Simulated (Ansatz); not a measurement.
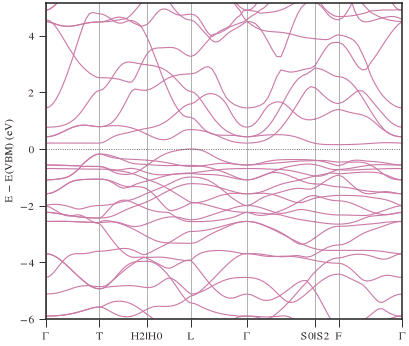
Fig. 1. Band structure from PBEsol (plane waves, PAW; program Ansatz)

Question: Read off the gap and where the band edges lie.

Answer: About 0.2 eV (0.15 eV by a search for the band edges); maximum at L, minimum at F.

The material is InCo₃SnS₂ in space group R-3m (No. 166; In on 3b, Co on 9e, Sn on 3a, S on 6c).

The first step of the workflow began from a Materials Project structure, measured or hypothetical; the Crystallography Open Database copy checked does not list it. Its standing as an ambient phase is unchecked. The PBEsol relaxation kept the symmetry of its start; its stability against distortions is not shown here. The run is not spin-polarised. Scalar-relativistic: spin–orbit coupling is off unless named, which matters more the heavier the elements.

Potentials: the later of the program's two PAW sets.
